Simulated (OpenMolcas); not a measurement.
**Excited-state calculation of BSiH3ClO (part 2 of 3)**

The same run, continued: BSiH3ClO, multiplicity 2, SMILES [SiH3]O[B]Cl; CASSCF/ANO-S-VDZ (OpenMolcas 26.06). The geometry comes from this level: PBE0-D4/def2-TZVP.

Geometry of the input (Å):
```
Si -0.5730  0.7754  0.3748
O  0.0449  -0.6484  -0.2336
B  1.2562  -1.0421  -0.5966
Cl 1.6050  -2.6368  -1.2191
H  -1.2013  0.4568  1.6761
H  0.5156  1.7666  0.5412
H  -1.5863  1.2604  -0.5884
```

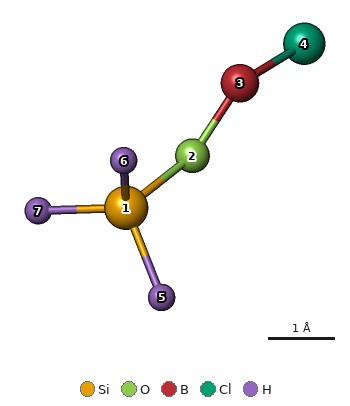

Figure 1. The structure as given in the input (ball-and-stick view, seen at a tilt; atoms are numbered from 1 in the order of the input).

### What the program printed, continued
```
      ************************************************************************************************************************
      *                                                    Final results                                                     *
      ************************************************************************************************************************

++    Final optimization conditions:
      ------------------------------

      Average CI energy                            -849.46387069
      RASSCF energy for state  5                   -849.31467009
      Super-CI energy                                -0.00000000
      RASSCF energy change                           -0.00000000
      Max change in MO coefficients               1.442E-05
      Max non-diagonal density matrix element     1.484E-05
      Maximum BLB matrix element                 -5.577E-06
      (orbital pair  20,  23 in symmetry   1)
      Norm of electronic gradient            1.543E-01
--

      Final state energy(ies):
      ------------------------

::    RASSCF root number  1 Total energy:   -849.64790572
::    RASSCF root number  2 Total energy:   -849.52558715
::    RASSCF root number  3 Total energy:   -849.43804374
::    RASSCF root number  4 Total energy:   -849.39314674
::    RASSCF root number  5 Total energy:   -849.31467009
      Von Neumann Entropy (Root   1) =  0.50206

      Mulliken population analysis for root number:  1
      -----------------------------------------------

++    Molecular charges:
      ------------------

      Mulliken charges per centre
      ---------------------------

                SI1     O2      B3      CL4     H5      H6      H7
      Total   12.8449  8.7539  4.5810 17.2833  1.1817  1.1734  1.1818

      N-E      1.1551 -0.7539  0.4190 -0.2833 -0.1817 -0.1734 -0.1818

      Total electronic charge=   47.000000

      Total            charge=   -0.000000
--

      Expectation values of various properties for root number:  1
      -----------------------------------------------------------

++    Molecular properties:
      ---------------------

      Charge (e):
                      =   -0.0000
      Dipole Moment (debye):
      Origin of the operator (angstrom)=    0.5631   -0.9556   -0.4389
                   X= -1.5343E+00               Y=  4.2246E+00               Z=  1.7580E+00           Total=  4.8261E+00
      Quadrupole Moment (debye*angstrom):
      Origin of the operator (angstrom)=    0.5631   -0.9556   -0.4389
                  XX= -4.3869E+01              XY=  5.3537E-01              XZ=  9.2310E-01              YY= -4.3204E+01
                  YZ= -1.2434E+00              ZZ= -4.0539E+01
      In traceless form (debye*angstrom)
                  XX= -1.9975E+00              XY=  8.0306E-01              XZ=  1.3846E+00              YY= -1.0002E+00
                  YZ= -1.8651E+00              ZZ=  2.9978E+00
--

      Mulliken spin population analysis for root number:  1
      ---------------------------------------------------

++    Molecular charges:
      ------------------

      Mulliken spin population per centre
      ---------------------------

                SI1     O2      B3      CL4     H5      H6      H7
      Total    0.0137  0.0147  0.9041  0.0626  0.0000  0.0048  0.0000

      Total electronic spin=    1.000000
--

      LoProp population analysis for root number:  1
      -----------------------------------------------

++    LoProp analysis:
      ----------------

++    Static properties:
      ------------------

      LoProp Charges per center

                   SI1      O2       B3       CL4      H5       H6       H7
      Nuclear     14.0000   8.0000   5.0000  17.0000   1.0000   1.0000   1.0000
      Electronic -13.1955  -8.6477  -4.6134 -17.2395  -1.0995  -1.1047  -1.0997

      Total        0.8045  -0.6477   0.3866  -0.2395  -0.0995  -0.1047  -0.0997
--

      Natural Bond Order analysis for root number:  1

++    Natural Bond Order analysis
      ---------------------------
      Based on LoProp computed density
      -------------------------------------------------------------------------------------
      Atom A       Atom B       Bond Order
      -------------------------------------------------------------------------------------
      NBO located      0.993 non-bonded electrons on atom SI1
      NBO located      1.000 non-bonded electrons on atom SI1
      NBO located      0.997 non-bonded electrons on atom SI1
      NBO located      0.998 non-bonded electrons on atom SI1
      NBO located      0.998 non-bonded electrons on atom SI1
      NBO located      1.000 non-bonded electrons on atom O2
      NBO located      0.992 non-bonded electrons on atom O2
      NBO located      0.992 non-bonded electrons on atom B3
      NBO located      0.981 non-bonded electrons on atom CL4
      NBO located      1.016 non-bonded electrons on atom CL4
      NBO located      0.998 non-bonded electrons on atom CL4
      NBO located      1.000 non-bonded electrons on atom CL4
      NBO located      1.000 non-bonded electrons on atom CL4
      NBO located      1.000 non-bonded electrons on atom CL4
      NBO located      1.000 non-bonded electrons on atom CL4
      The remaining    9.640 electrons are to be considered as diffuse
--

--

      Von Neumann Entropy (Root   2) =  0.53081

      Mulliken population analysis for root number:  2
      -----------------------------------------------

++    Molecular charges:
      ------------------

      Mulliken charges per centre
      ---------------------------

                SI1     O2      B3      CL4     H5      H6      H7
      Total   12.8217  8.7467  4.7269 17.1639  1.1856  1.1692  1.1861

      N-E      1.1783 -0.7467  0.2731 -0.1639 -0.1856 -0.1692 -0.1861

      Total electronic charge=   47.000000

      Total            charge=   -0.000000
--

      Expectation values of various properties for root number:  2
      -----------------------------------------------------------

++    Molecular properties:
      ---------------------

      Charge (e):
                      =   -0.0000
      Dipole Moment (debye):
      Origin of the operator (angstrom)=    0.5631   -0.9556   -0.4389
                   X=  4.4650E-01               Y=  4.3061E+00               Z=  1.4190E+00           Total=  4.5558E+00
      Quadrupole Moment (debye*angstrom):
      Origin of the operator (angstrom)=    0.5631   -0.9556   -0.4389
                  XX= -4.0212E+01              XY=  1.5695E+00              XZ= -1.2167E-01              YY= -4.0882E+01
                  YZ=  7.4392E-01              ZZ= -4.3543E+01
      In traceless form (debye*angstrom)
                  XX=  2.0000E+00              XY=  2.3543E+00              XZ= -1.8250E-01              YY=  9.9614E-01
                  YZ=  1.1159E+00              ZZ= -2.9961E+00
--

      Mulliken spin population analysis for root number:  2
      ---------------------------------------------------

++    Molecular charges:
      ------------------

      Mulliken spin population per centre
      ---------------------------

                SI1     O2      B3      CL4     H5      H6      H7
      Total   -0.0099  0.0051  1.0185 -0.0221  0.0039  0.0002  0.0042

      Total electronic spin=    1.000000
--

      LoProp population analysis for root number:  2
      -----------------------------------------------

++    LoProp analysis:
      ----------------

++    Static properties:
      ------------------

      LoProp Charges per center

                   SI1      O2       B3       CL4      H5       H6       H7
      Nuclear     14.0000   8.0000   5.0000  17.0000   1.0000   1.0000   1.0000
      Electronic -13.1748  -8.6971  -4.7036 -17.1193  -1.1008  -1.1032  -1.1011

      Total        0.8252  -0.6971   0.2964  -0.1193  -0.1008  -0.1032  -0.1011
--

      Natural Bond Order analysis for root number:  2

++    Natural Bond Order analysis
      ---------------------------
      Based on LoProp computed density
      -------------------------------------------------------------------------------------
      Atom A       Atom B       Bond Order
      -------------------------------------------------------------------------------------
      NBO located      0.993 non-bonded electrons on atom SI1
      NBO located      1.000 non-bonded electrons on atom SI1
      NBO located      0.997 non-bonded electrons on atom SI1
      NBO located      0.998 non-bonded electrons on atom SI1
      NBO located      0.998 non-bonded electrons on atom SI1
      NBO located      1.000 non-bonded electrons on atom O2
      NBO located      0.957 non-bonded electrons on atom O2
      NBO located      0.993 non-bonded electrons on atom B3
      NBO located      0.945 non-bonded electrons on atom CL4
      NBO located      1.013 non-bonded electrons on atom CL4
      NBO located      0.999 non-bonded electrons on atom CL4
      NBO located      1.000 non-bonded electrons on atom CL4
      NBO located      1.000 non-bonded electrons on atom CL4
      NBO located      1.000 non-bonded electrons on atom CL4
      NBO located      1.000 non-bonded electrons on atom CL4
      The remaining    9.609 electrons are to be considered as diffuse
--

--

      Von Neumann Entropy (Root   3) =  0.71542

      Mulliken population analysis for root number:  3
      -----------------------------------------------

++    Molecular charges:
      ------------------

      Mulliken charges per centre
      ---------------------------

                SI1     O2      B3      CL4     H5      H6      H7
      Total   12.8531  8.7436  5.4602 16.4034  1.1819  1.1759  1.1820

      N-E      1.1469 -0.7436 -0.4602  0.5966 -0.1819 -0.1759 -0.1820

      Total electronic charge=   47.000000

      Total            charge=   -0.000000
--

      Expectation values of various properties for root number:  3
      -----------------------------------------------------------

++    Molecular properties:
      ---------------------

      Charge (e):
                      =   -0.0000
      Dipole Moment (debye):
      Origin of the operator (angstrom)=    0.5631   -0.9556   -0.4389
                   X= -1.9223E+00               Y= -3.4203E+00               Z= -8.4103E-01           Total=  4.0126E+00
      Quadrupole Moment (debye*angstrom):
      Origin of the operator (angstrom)=    0.5631   -0.9556   -0.4389
                  XX= -4.4179E+01              XY= -8.0132E+00              XZ= -2.2886E+00              YY= -3.3844E+01
                  YZ=  4.1477E+00              ZZ= -3.9602E+01
      In traceless form (debye*angstrom)
                  XX= -7.4561E+00              XY= -1.2020E+01              XZ= -3.4329E+00              YY=  8.0460E+00
                  YZ=  6.2216E+00              ZZ= -5.8992E-01
--

      Mulliken spin population analysis for root number:  3
      ---------------------------------------------------

++    Molecular charges:
      ------------------

      Mulliken spin population per centre
      ---------------------------

                SI1     O2      B3      CL4     H5      H6      H7
      Total    0.0040  0.0239  0.0297  0.9402  0.0001  0.0020  0.0001

      Total electronic spin=    1.000000
--

      LoProp population analysis for root number:  3
      -----------------------------------------------

++    LoProp analysis:
      ----------------

++    Static properties:
      ------------------

      LoProp Charges per center

                   SI1      O2       B3       CL4      H5       H6       H7
      Nuclear     14.0000   8.0000   5.0000  17.0000   1.0000   1.0000   1.0000
      Electronic -13.2128  -8.6691  -5.3817 -16.4314  -1.1001  -1.1046  -1.1004

      Total        0.7872  -0.6691  -0.3817   0.5686  -0.1001  -0.1046  -0.1004
--

      Natural Bond Order analysis for root number:  3

++    Natural Bond Order analysis
      ---------------------------
      Based on LoProp computed density
      -------------------------------------------------------------------------------------
      Atom A       Atom B       Bond Order
      -------------------------------------------------------------------------------------
      NBO located      0.993 non-bonded electrons on atom SI1
      NBO located      1.000 non-bonded electrons on atom SI1
      NBO located      0.997 non-bonded electrons on atom SI1
      NBO located      0.998 non-bonded electrons on atom SI1
      NBO located      0.998 non-bonded electrons on atom SI1
      NBO located      0.905 non-bonded electrons on atom O2
      NBO located      1.000 non-bonded electrons on atom O2
      NBO located      0.991 non-bonded electrons on atom O2
      NBO located      0.991 non-bonded electrons on atom B3
      NBO located      0.996 non-bonded electrons on atom CL4
      NBO located      1.001 non-bonded electrons on atom CL4
      NBO located      1.000 non-bonded electrons on atom CL4
      NBO located      1.000 non-bonded electrons on atom CL4
      NBO located      1.000 non-bonded electrons on atom CL4
      NBO located      1.000 non-bonded electrons on atom CL4
      The remaining    9.344 electrons are to be considered as diffuse
--

--

      Von Neumann Entropy (Root   4) =  1.44655

      Mulliken population analysis for root number:  4
      -----------------------------------------------

++    Molecular charges:
      ------------------

      Mulliken charges per centre
      ---------------------------

                SI1     O2      B3      CL4     H5      H6      H7
      Total   12.8291  8.7238  5.4700 16.4354  1.1856  1.1702  1.1860

      N-E      1.1709 -0.7238 -0.4700  0.5646 -0.1856 -0.1702 -0.1860

      Total electronic charge=   47.000000

      Total            charge=   -0.000000
--

      Expectation values of various properties for root number:  4
      -----------------------------------------------------------

++    Molecular properties:
      ---------------------
```
